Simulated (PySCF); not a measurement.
# BClH4O2Si: runs on many settings

Aim: see how BClH4O2Si (`OB(O)[SiH2]Cl`) answers to the choice of functional, basis, grid and SCF options.

The runs use PySCF 2.14.0, with density-fitted response routines of our own; the level of theory stands in each step. All values are computed, except where a source is named. Atoms count from 0, in the outputs and in this text.

### Step 1. The molecule as given

9 atoms, charge 0, multiplicity 1; geometry from: GFN2-xTB.

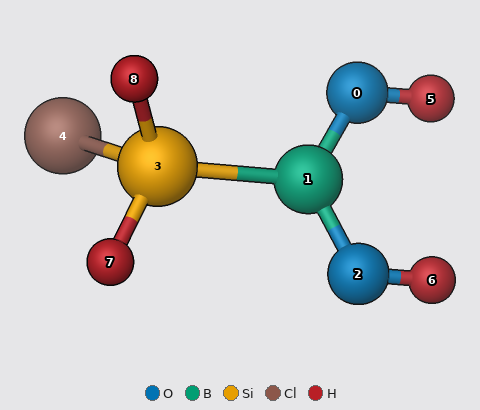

As it starts; oxygen blue, boron teal, silicon amber, chlorine brown, hydrogen red, atoms numbered.

### Step 2. Shielding tensors: PBE0/pcSseg-1

What the job is given:

```
{"job": {"kind": "nmr", "xc": "PBE0", "basis": "pcSseg-1"}, "charge": 0, "multiplicity": 1}
O     -1.304943     0.271353     1.043290
B     -0.553784    -0.221841     0.034172
O     -0.975479    -1.220997    -0.774350
Si     1.219686     0.572644    -0.294013
Cl     2.451330     0.261416     1.293664
H     -2.168313    -0.114607     1.211935
H     -1.841186    -1.606434    -0.614082
H      1.957525     0.032242    -1.443281
H      1.228725     2.032218    -0.482516
```

Method: GIAO PBE0/pcSseg-1 NMR shielding, non-relativistic, gas phase.

Launch:

```console
OMP_NUM_THREADS=1 python probes_run.py task.json out
```

This one command runs all jobs of the session in turn.

Standard output:

```text
coarse grid: 8992 points
cycle   1  E = -926.8465612845  dE =  5.938e-01  |g| = 8.469e-01  |ddm| = 2.674e+00
cycle   2  E = -926.7421836194  dE =  1.044e-01  |g| = 1.154e+00  |ddm| = 1.229e+00
cycle   3  E = -926.9759752689  dE = -2.338e-01  |g| = 6.505e-02  |ddm| = 6.983e-01
cycle   4  E = -926.9768122325  dE = -8.370e-04  |g| = 1.901e-02  |ddm| = 6.924e-02
cycle   5  E = -926.9768876078  dE = -7.538e-05  |g| = 3.579e-03  |ddm| = 2.301e-02
cycle   6  E = -926.9768903481  dE = -2.740e-06  |g| = 7.854e-04  |ddm| = 4.871e-03
final grid: 78784 points
cycle   7  E = -927.0216774731  dE = -2.825e-05  |g| = 6.548e-03  |ddm| = 1.488e-02
cycle   8  E = -927.0216725099  dE =  4.963e-06  |g| = 8.368e-03  |ddm| = 7.821e-03
cycle   9  E = -927.0216843366  dE = -1.183e-05  |g| = 6.552e-04  |ddm| = 4.392e-03
cycle  10  E = -927.0216844002  dE = -6.352e-08  |g| = 1.425e-04  |ddm| = 6.334e-04
cycle  11  E = -927.0216844049  dE = -4.792e-09  |g| = 2.246e-05  |ddm| = 1.899e-04
cycle  12  E = -927.0216844051  dE = -1.100e-10  |g| = 9.680e-06  |ddm| = 4.002e-05
converged SCF energy = -927.0216844051

GIAO shielding tensors (ppm)
atom      isotropic    diamagn.    paramagn.     s11        s22        s33       span
  0 O      191.418     387.626    -196.208     84.586    235.575    254.095    169.510
  1 B       74.058     200.582    -126.525     60.939     64.755     96.479     35.540
  2 O      189.196     387.316    -198.120     84.493    232.998    250.097    165.604
  3 Si     389.020     877.118    -488.098    351.559    369.807    445.694     94.135
  4 Cl    1078.366    1147.454     -69.088   1020.554   1092.378   1122.167    101.613
  5 H       27.551      31.118      -3.567     22.664     23.005     36.984     14.320
  6 H       27.587      31.007      -3.421     22.809     23.024     36.927     14.118
  7 H       26.614      27.337      -0.722     22.616     25.322     31.905      9.289
  8 H       26.561      27.206      -0.645     22.822     25.001     31.861      9.039
```

Wall time 12 s (1 thread of Arm Neoverse V1, shared host); peak memory 0.53 GiB.

The references, computed at this level on geometries of the same kind, shield at (ppm): 1H TMS 31.72, 29Si TMS 349.2, 17O H2O 336.1, 11B BF3·OEt2 100.1, 35Cl HCl 950. Their shielding less the atom's gives the shift. The references are single molecules in the gas phase, so shifts against H2O, NH3, PH3, H3PO4 or CFCl3 are not on the usual liquid scales and can be off by tens of ppm. Atoms listed in one row are averaged.

```
 atoms                            environment  σ (ppm)  δ (ppm)
H7, H8  hydrogen on a silicon bonded to B, Cl    26.59     5.13
H5, H6      hydrogen on an oxygen bonded to B    27.57     4.15
O0, O2                  oxygen bonded to B, H    190.3    145.8
    B1                boron bonded to 2 O, Si     74.1     26.0
   Si3           silicon bonded to B, Cl, 2 H    389.0    -39.9
   Cl4                  chlorine bonded to Si     1078     -129
```

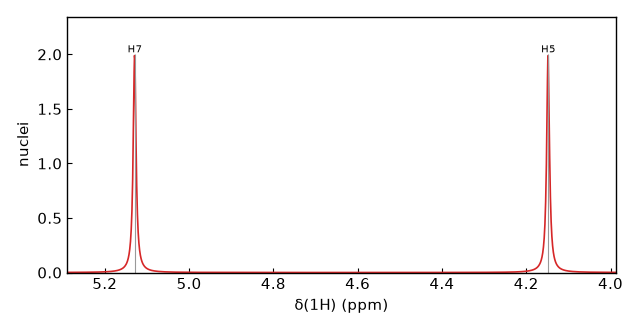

1H lines at the computed shifts, without couplings. Lines are broadened to a width of 0.01 ppm (Lorentzian).

Charges from the same density, by scheme (e):

```
 atoms  Mulliken    IAO  Hirshfeld  ESP fit
O0, O2     -0.41  -0.53      -0.25    -0.69
    B1      0.28   0.25       0.17     0.60
   Si3      0.55   0.65       0.27     0.25
   Cl4     -0.35  -0.33      -0.15    -0.22
```

ESP fit charges:

```
atom  value (e)
  O0      -0.70
  B1       0.60
  O2      -0.68
 Si3       0.25
 Cl4      -0.22
  H5       0.44
  H6       0.43
  H7      -0.07
  H8      -0.06
```

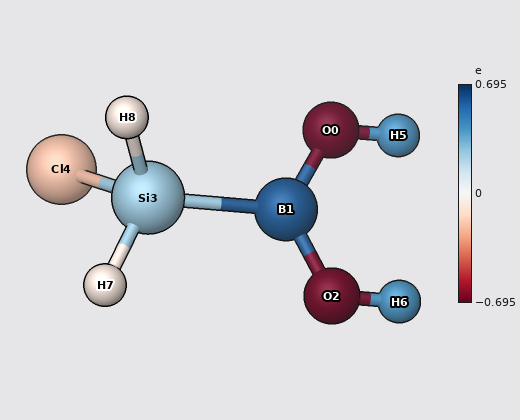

ESP fit charges, as colours on the atoms.

Mayer bond orders: O0–B1 1.23, B1–O2 1.23, B1–Si3 0.87, Si3–Cl4 0.95.

The fields below are evaluated on a grid from the run's orbitals.

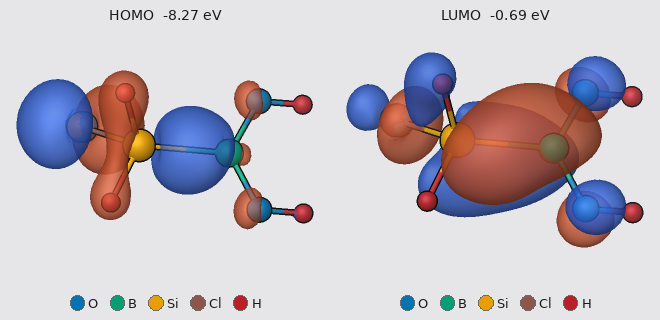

Frontier orbitals at PBE0/pcSseg-1; each surface holds 70 % of the orbital's density, blue and red mark the sign.

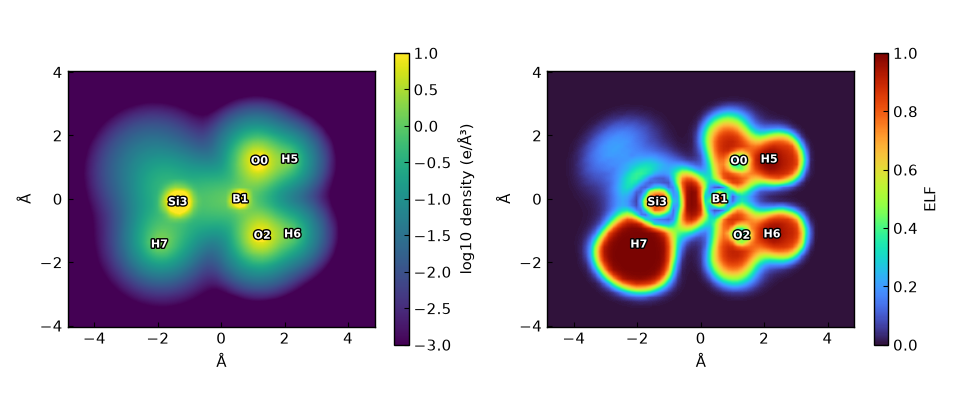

Density (left) and ELF (right) in a plane through or near 7 of the atoms.

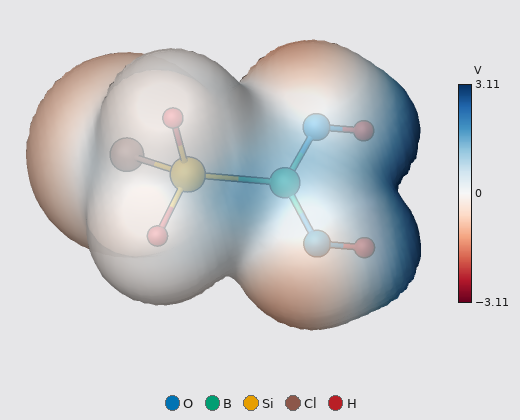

The potential that a unit positive charge feels on the 0.002 e/bohr³ surface, from -1.07 V near O0 to 3.11 V near H5.

### Step 3. Excited states and response: PBE0/def2-SVPD

Settings changed since step 2:

```diff
@@ -1,2 +1,2 @@
-{"job": {"kind": "nmr", "xc": "PBE0", "basis": "pcSseg-1"}, "charge": 0, "multiplicity": 1}
+{"job": {"kind": "uv", "xc": "PBE0", "basis": "def2-SVPD", "nstates": 6, "ntriplets": 2}, "charge": 0, "multiplicity": 1}
 O     -1.304943     0.271353     1.043290
```

With the program's defaults for keys left out, this is: TDDFT PBE0/def2-SVPD, vertical, gas phase, core orbitals frozen in the response.

Standard output:

```text
coarse grid: 8992 points
cycle   1  E = -926.4861884442  dE =  5.554e-01  |g| = 7.974e-01  |ddm| = 3.965e+00
cycle   2  E = -926.3654463705  dE =  1.207e-01  |g| = 1.137e+00  |ddm| = 1.796e+00
cycle   3  E = -926.6088922256  dE = -2.434e-01  |g| = 6.040e-02  |ddm| = 1.014e+00
cycle   4  E = -926.6096395509  dE = -7.473e-04  |g| = 1.762e-02  |ddm| = 1.010e-01
cycle   5  E = -926.6097163125  dE = -7.676e-05  |g| = 4.228e-03  |ddm| = 3.558e-02
cycle   6  E = -926.6097214168  dE = -5.104e-06  |g| = 7.998e-04  |ddm| = 8.455e-03
final grid: 78784 points
cycle   7  E = -926.7245558937  dE = -2.399e-05  |g| = 5.626e-03  |ddm| = 5.183e-02
cycle   8  E = -926.7245507949  dE =  5.099e-06  |g| = 7.809e-03  |ddm| = 1.260e-02
cycle   9  E = -926.7245621283  dE = -1.133e-05  |g| = 4.042e-04  |ddm| = 6.293e-03
cycle  10  E = -926.7245621680  dE = -3.970e-08  |g| = 1.055e-04  |ddm| = 8.587e-04
cycle  11  E = -926.7245621707  dE = -2.760e-09  |g| = 2.968e-05  |ddm| = 2.089e-04
cycle  12  E = -926.7245621709  dE = -1.737e-10  |g| = 1.527e-05  |ddm| = 4.586e-05
converged SCF energy = -926.7245621709

Static polarisability (au): isotropic 62.802, principal 54.793 60.651 72.962

Singlet excitations
state   eV       nm        f      main configurations
  1   6.1157    202.7   0.01297   H->L 0.98
  2   6.3216    196.1   0.00307   H-1->L 0.99
  3   6.9098    179.4   0.08569   H->L+1 0.98
  4   7.2254    171.6   0.00162   H-1->L+1 0.99
  5   7.7172    160.7   0.00759   H->L+2 0.85
  6   7.8458    158.0   0.00372   H-4->L 0.53, H-2->L 0.19, H-5->L 0.18

Triplet excitations (Tamm-Dancoff, eV): 5.2388 6.0323
```

Wall time 14 s (1 thread of Arm Neoverse V1, shared host); peak memory 0.63 GiB.

The orbitals next to the gap, with their largest atomic shares:

```
orbital      eV                        atoms
 HOMO−3  -10.09   O2 31 %, O0 28 %, Cl4 18 %
 HOMO−2  -10.02   Cl4 30 %, O0 24 %, O2 16 %
 HOMO−1   -8.50  Cl4 57 %, Si3 19 %, H7 12 %
   HOMO   -8.29  Cl4 46 %, Si3 20 %, B1 14 %
   LUMO   -0.84   B1 28 %, Si3 27 %, O2 13 %
 LUMO+1   -0.52    B1 30 %, O2 19 %, O0 19 %
 LUMO+2    0.63   Si3 24 %, O0 18 %, O2 14 %
```

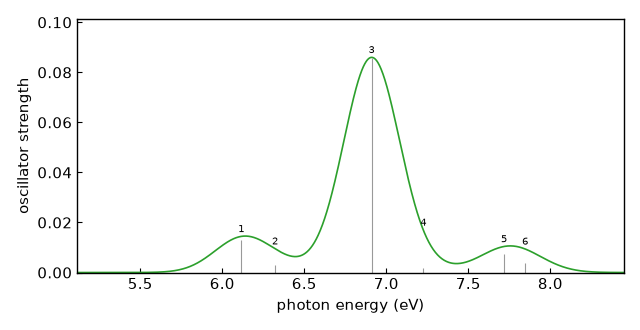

Absorption spectrum from the 6 singlet states computed; above the last one it falls off for lack of states. Lines are broadened to a width of 0.40 eV (Gaussian).

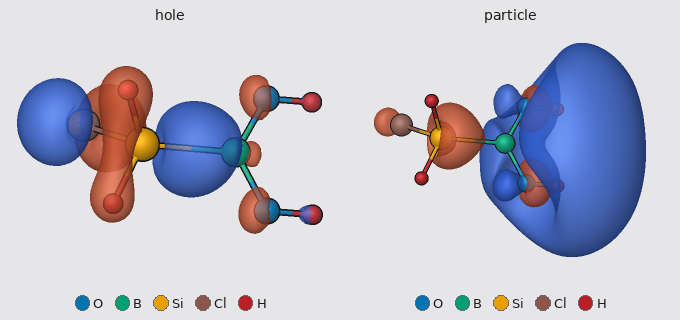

Leading natural transition orbitals of singlet state 3: the electron leaves the hole (left) for the particle orbital (right).

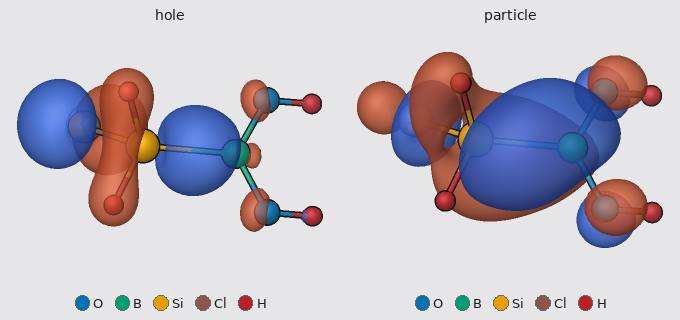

Leading natural transition orbitals of singlet state 1: the electron leaves the hole (left) for the particle orbital (right).

Further results of this job:

```
           property  computed
  dipole moment (D)      4.35
polarisability (Å³)      9.31
 HOMO–LUMO gap (eV)      7.45
      −ε(HOMO) (eV)      8.29
```

### Step 4. NMR shieldings: BLYP/def2-TZVP in tetrahydrofuran

Settings changed since step 3:

```diff
@@ -1,2 +1,2 @@
-{"job": {"kind": "uv", "xc": "PBE0", "basis": "def2-SVPD", "nstates": 6, "ntriplets": 2}, "charge": 0, "multiplicity": 1}
+{"job": {"kind": "nmr", "xc": "BLYP", "basis": "def2-TZVP", "solvent": "tetrahydrofuran", "pop": false}, "charge": 0, "multiplicity": 1}
 O     -1.304943     0.271353     1.043290
```

Method: GIAO BLYP/def2-TZVP NMR shielding, non-relativistic, IEF-PCM tetrahydrofuran.

Standard output:

```text
coarse grid: 8992 points
cycle   1  E = -927.3980679728  dE =  5.983e-01  |g| = 1.106e+00  |ddm| = 2.397e+00
cycle   2  E = -926.7266586129  dE =  6.714e-01  |g| = 2.170e+00  |ddm| = 2.361e+00
cycle   3  E = -927.6033960865  dE = -8.767e-01  |g| = 1.532e-01  |ddm| = 1.883e+00
cycle   4  E = -927.6076143222  dE = -4.218e-03  |g| = 7.287e-02  |ddm| = 1.678e-01
cycle   5  E = -927.6086753388  dE = -1.061e-03  |g| = 2.170e-02  |ddm| = 7.304e-02
cycle   6  E = -927.6087372216  dE = -6.188e-05  |g| = 1.273e-02  |ddm| = 1.689e-02
cycle   7  E = -927.6087652786  dE = -2.806e-05  |g| = 1.402e-03  |ddm| = 7.065e-03
cycle   8  E = -927.6087657401  dE = -4.616e-07  |g| = 4.268e-04  |ddm| = 1.384e-03
final grid: 78784 points
cycle   9  E = -927.6017030219  dE = -7.634e-05  |g| = 5.584e-03  |ddm| = 4.610e-02
cycle  10  E = -927.6016954232  dE =  7.599e-06  |g| = 8.146e-03  |ddm| = 9.961e-03
cycle  11  E = -927.6017083189  dE = -1.290e-05  |g| = 1.250e-03  |ddm| = 6.574e-03
cycle  12  E = -927.6017085153  dE = -1.964e-07  |g| = 5.745e-04  |ddm| = 8.902e-04
cycle  13  E = -927.6017085815  dE = -6.613e-08  |g| = 1.022e-04  |ddm| = 3.986e-04
cycle  14  E = -927.6017085829  dE = -1.465e-09  |g| = 4.920e-05  |ddm| = 7.469e-05
cycle  15  E = -927.6017085834  dE = -4.156e-10  |g| = 8.503e-06  |ddm| = 2.791e-05
converged SCF energy = -927.6017085834

GIAO shielding tensors (ppm)
atom      isotropic    diamagn.    paramagn.     s11        s22        s33       span
  0 O      187.242     386.033    -198.791     76.091    230.611    255.022    178.931
  1 B       72.355     191.708    -119.354     58.191     66.979     91.894     33.702
  2 O      183.879     385.690    -201.810     74.195    227.513    249.930    175.735
  3 Si     346.781     875.643    -528.862    306.709    328.466    405.168     98.459
  4 Cl    1030.215    1147.830    -117.614    995.951   1033.850   1060.844     64.893
  5 H       27.428      28.977      -1.549     23.089     23.246     35.949     12.859
  6 H       27.422      28.911      -1.489     23.108     23.302     35.855     12.746
  7 H       26.746      29.687      -2.940     23.076     25.436     31.727      8.651
  8 H       26.623      29.509      -2.886     23.159     25.114     31.596      8.437
```

It took 11 s on 1 thread of Arm Neoverse V1, shared host; peak memory 0.6 GiB.

This run: σ O0 185.6, B1 72.4, Si3 346.8, Cl4 1030, H7 26.68, H5 27.42 ppm (means over like atoms).

### Step 5. Shielding tensors: LC-wPBE/pcSseg-1 in acetonitrile

Settings changed since step 4:

```diff
@@ -1,2 +1,2 @@
-{"job": {"kind": "nmr", "xc": "BLYP", "basis": "def2-TZVP", "solvent": "tetrahydrofuran", "pop": false}, "charge": 0, "multiplicity": 1}
+{"job": {"kind": "nmr", "xc": "LC-wPBE", "basis": "pcSseg-1", "solvent": "acetonitrile", "pop": false, "grid": 4, "scf": {"level_shift": 0.2}}, "charge": 0, "multiplicity": 1}
 O     -1.304943     0.271353     1.043290
```

With the program's defaults for keys left out, this is: GIAO LC-wPBE/pcSseg-1 NMR shielding, non-relativistic, IEF-PCM acetonitrile.

Standard output:

```text
final grid: 205064 points
cycle   1  E = -927.0143481599  dE =  6.550e-01  |g| = 8.786e-01  |ddm| = 2.567e+00
cycle   2  E = -927.1293178019  dE = -1.150e-01  |g| = 6.118e-01  |ddm| = 8.038e-01
cycle   3  E = -927.1846219212  dE = -5.530e-02  |g| = 8.134e-02  |ddm| = 2.500e-01
cycle   4  E = -927.1868033058  dE = -2.181e-03  |g| = 2.415e-02  |ddm| = 9.892e-02
cycle   5  E = -927.1870869337  dE = -2.836e-04  |g| = 8.586e-03  |ddm| = 4.465e-02
cycle   6  E = -927.1871286308  dE = -4.170e-05  |g| = 2.895e-03  |ddm| = 1.890e-02
cycle   7  E = -927.1871364346  dE = -7.804e-06  |g| = 1.037e-03  |ddm| = 9.818e-03
cycle   8  E = -927.1871375736  dE = -1.139e-06  |g| = 3.686e-04  |ddm| = 4.061e-03
cycle   9  E = -927.1871377132  dE = -1.396e-07  |g| = 1.674e-04  |ddm| = 1.367e-03
cycle  10  E = -927.1871377353  dE = -2.214e-08  |g| = 5.215e-05  |ddm| = 4.611e-04
cycle  11  E = -927.1871377337  dE =  1.608e-09  |g| = 2.022e-05  |ddm| = 1.907e-04
cycle  12  E = -927.1871377342  dE = -4.127e-10  |g| = 6.634e-06  |ddm| = 7.434e-05
level shift removed, Fock matrix diagonalised once more
converged SCF energy = -927.1871377342

GIAO shielding tensors (ppm)
atom      isotropic    diamagn.    paramagn.     s11        s22        s33       span
  0 O      204.159     389.587    -185.428     87.969    241.462    283.046    195.077
  1 B       73.880     200.382    -126.502     57.703     65.889     98.048     40.344
  2 O      200.621     389.211    -188.590     85.829    237.172    278.861    193.032
  3 Si     390.852     877.118    -486.266    352.398    376.864    443.295     90.897
  4 Cl    1088.052    1147.874     -59.821   1043.946   1098.772   1121.439     77.493
  5 H       26.143      30.447      -4.304     20.627     21.418     36.384     15.757
  6 H       26.170      30.316      -4.147     20.680     21.569     36.260     15.580
  7 H       26.916      27.453      -0.537     22.919     25.625     32.203      9.284
  8 H       26.850      27.296      -0.446     23.119     25.297     32.133      9.014
```

It took 19 s on 1 thread of Arm Neoverse V1, shared host; peak memory 0.66 GiB.

In short: σ O0 202.4, B1 73.9, Si3 390.9, Cl4 1088, H5 26.16, H7 26.88 ppm (means over like atoms).

### Step 6. Nuclear shieldings: B97-2/aug-pcSseg-1

Settings changed since step 5:

```diff
@@ -1,2 +1,2 @@
-{"job": {"kind": "nmr", "xc": "LC-wPBE", "basis": "pcSseg-1", "solvent": "acetonitrile", "pop": false, "grid": 4, "scf": {"level_shift": 0.2}}, "charge": 0, "multiplicity": 1}
+{"job": {"kind": "nmr", "xc": "B97-2", "basis": "aug-pcSseg-1", "pop": false, "scf": {"conv": 1e-11}}, "charge": 0, "multiplicity": 1}
 O     -1.304943     0.271353     1.043290
```

Level: GIAO B97-2/aug-pcSseg-1 NMR shielding, non-relativistic, gas phase.

Standard output:

```text
final grid: 78784 points
cycle   1  E = -927.3472245342  dE =  5.874e-01  |g| = 8.926e-01  |ddm| = 3.677e+00
cycle   2  E = -927.1799339243  dE =  1.673e-01  |g| = 1.311e+00  |ddm| = 2.498e+00
cycle   3  E = -927.4923864865  dE = -3.125e-01  |g| = 6.980e-02  |ddm| = 1.488e+00
cycle   4  E = -927.4933326668  dE = -9.462e-04  |g| = 2.475e-02  |ddm| = 1.064e-01
cycle   5  E = -927.4934571288  dE = -1.245e-04  |g| = 4.707e-03  |ddm| = 4.216e-02
cycle   6  E = -927.4934621021  dE = -4.973e-06  |g| = 1.287e-03  |ddm| = 1.115e-02
cycle   7  E = -927.4934625151  dE = -4.130e-07  |g| = 4.002e-04  |ddm| = 2.594e-03
cycle   8  E = -927.4934625592  dE = -4.410e-08  |g| = 7.607e-05  |ddm| = 8.744e-04
cycle   9  E = -927.4934625604  dE = -1.132e-09  |g| = 3.550e-05  |ddm| = 1.314e-04
cycle  10  E = -927.4934625606  dE = -2.092e-10  |g| = 1.188e-05  |ddm| = 4.356e-05
cycle  11  E = -927.4934625606  dE = -2.819e-11  |g| = 1.814e-06  |ddm| = 1.604e-05
cycle  12  E = -927.4934625606  dE =  0.000e+00  |g| = 4.898e-07  |ddm| = 3.958e-06
converged SCF energy = -927.4934625606

GIAO shielding tensors (ppm)
atom      isotropic    diamagn.    paramagn.     s11        s22        s33       span
  0 O      191.417     398.800    -207.383     85.718    239.519    249.014    163.296
  1 B       74.860     176.143    -101.283     63.611     65.292     95.678     32.067
  2 O      189.085     399.546    -210.461     85.436    238.163    243.656    158.220
  3 Si     395.290     871.313    -476.023    359.911    377.515    448.444     88.533
  4 Cl    1066.626    1148.945     -82.319   1018.165   1077.777   1103.937     85.771
  5 H       27.857      34.166      -6.309     23.048     23.257     37.265     14.217
  6 H       27.830      34.605      -6.775     23.023     23.262     37.205     14.182
  7 H       26.797      25.575       1.223     22.965     25.454     31.973      9.008
  8 H       26.718      24.613       2.105     23.087     25.208     31.858      8.770
```

It took 14 s on 1 thread of Arm Neoverse V1, shared host; peak memory 0.71 GiB.

Key values: σ O0 190.3, B1 74.9, Si3 395.3, Cl4 1067, H7 26.76, H5 27.84 ppm (means over like atoms).

### Step 7. Comparing the runs: NMR shifts

Isotropic shieldings (ppm), means over like atoms, with basis size and wall time:

```
                              run     H7     H5     O0    B1    Si3   Cl4  functions  time
                    PBE0/pcSseg-1  26.59  27.57  190.3  74.1  389.0  1078        119  12 s
BLYP/def2-TZVP in tetrahydrofuran  26.68  27.42  185.6  72.4  346.8  1030        191  11 s
 LC-wPBE/pcSseg-1 in acetonitrile  26.88  26.16  202.4  73.9  390.9  1088        119  19 s
               B97-2/aug-pcSseg-1  26.76  27.84  190.3  74.9  395.3  1067        180  14 s
```

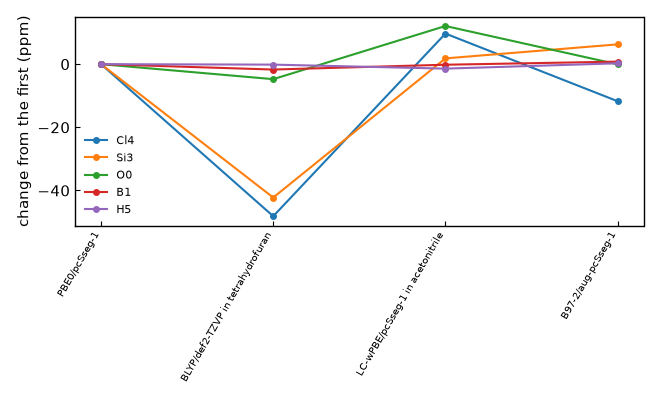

How five of the tabulated atoms move from run to run.

### Step 8. Results

| quantity | value |
| --- | --- |
| 1H shifts against TMS (PBE0/pcSseg-1, means over atoms taken as alike) | 5.13, 4.15 ppm |
| 17O shifts against H2O (PBE0/pcSseg-1, means over atoms taken as alike) | 145.8 ppm |
| 11B shifts against BF3·OEt2 (PBE0/pcSseg-1) | 26.0 ppm |
| 29Si shifts against TMS (PBE0/pcSseg-1) | -39.9 ppm |
| 35Cl shifts against HCl (PBE0/pcSseg-1) | -129 ppm |
| potential on the surface of density 0.002 e/bohr³, 1st and 99th percentile | -1.07 V and 3.11 V |
| lowest singlet (PBE0/def2-SVPD) | 6.12 eV (203 nm), f = 0.013 |
| brightest single state of those computed | state 3, 6.91 eV, f = 0.086 |
| lowest triplet | 5.24 eV |
| range of the shielding of Cl4 | 1030 to 1088 ppm |

In words: Single values in the summary come from the first sound run of each kind (PBE0/pcSseg-1; PBE0/def2-SVPD), which need not be the best level. At PBE0/pcSseg-1: The largest span, 168 ppm, is at O0, O2, where the paramagnetic term is -197 ppm. At PBE0/pcSseg-1, counted by nearest atom on the grid, the HOMO lies on Cl4 51 %; B1 19 %, the LUMO on B1 34 %; Si3 19 %. The first singlet state (HOMO→LUMO 0.98) lies at 6.12 eV and is weak; of the 6 states computed, the strongest absorption comes from state 3 at 6.91 eV. The lowest triplet lies 0.88 eV below the lowest singlet (triplets in Tamm-Dancoff, singlets in full TDDFT). Across the 4 runs the shielding of Cl4 moves most, between 1030 (BLYP/def2-TZVP in tetrahydrofuran) and 1088 ppm (LC-wPBE/pcSseg-1 in acetonitrile).
